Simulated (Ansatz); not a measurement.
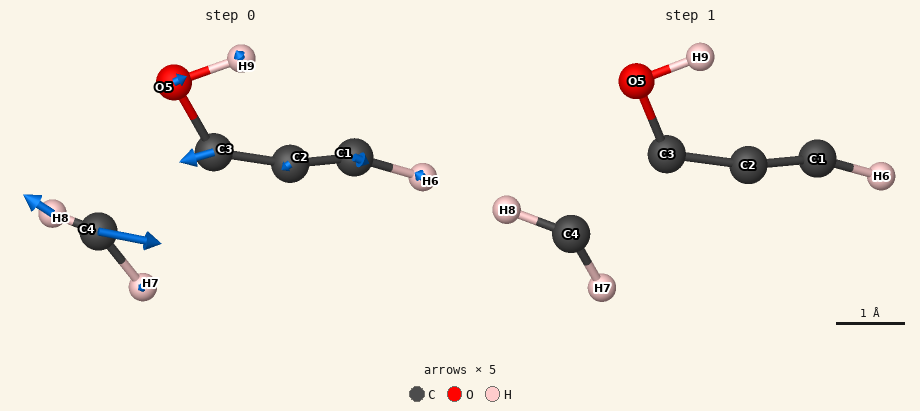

The structure of C4H4O before (left) and after (right) a relaxation, at one scale. The blue arrows give the displacements, magnified 5 times.

The picture is a ball-and-stick view, seen at a tilt.

All numbers below come from RKS r2SCANh/def2-TZVPD in Ansatz.

The input:
```yaml
crystal:
  periodic: [false, false, false]
  atoms:
    - {symbol: C, position_ang: [-0.495087, 2.087016, -0.137032]}
    - {symbol: C, position_ang: [-0.110390, 1.033663, 0.091467]}
    - {symbol: C, position_ang: [-0.007087, -0.162038, 0.450585]}
    - {symbol: C, position_ang: [0.387626, -1.881349, -0.616480]}
    - {symbol: O, position_ang: [-0.159057, -0.828151, 1.660211]}
    - {symbol: H, position_ang: [-0.625762, 3.180208, -0.660364]}
    - {symbol: H, position_ang: [0.470155, -1.149242, -1.621618]}
    - {symbol: H, position_ang: [0.159467, -2.545822, -0.419554]}
    - {symbol: H, position_ang: [-0.154175, 0.151761, 2.049321]}
basis:
  gaussian: {orbitals: def2-TZVPD}
hamiltonian: {xc: {name: r2SCANh}}
relax: {f_tol: 0.001, max_steps: 2}
```

Command:
```bash
ansatz run in.yaml --threads 4 --pin off --events-out ev --progress --plain --max-ram 10444MiB
```

Q: Describe what moved and what it gained.

A: The relaxation stopped without meeting its thresholds, so the last structure isn't shown to be converged. The input was poor on purpose: steps. Over 1 geometry step the energy falls by 8.651 eV. Largest force component: 45 eV/Å at the start, 11 eV/Å at the end. C4 moves most after the best rigid fit: 0.19 Å. Largest moves by element: C 0.19 Å, H 0.11 Å, O 0.04 Å. Among the contacts that change: C4–H8 0.730 → 1.023 Å, C3–C4 2.062 → 1.836 Å, C4–H7 1.246 → 1.109 Å, C1–H6 1.219 → 1.134 Å. Among the angles between lasting bonds that change: C3–O5–H9 82.8° → 90.4°, C2–C3–O5 134.3° → 127.0°, H7–C4–H8 140.7° → 134.2°.
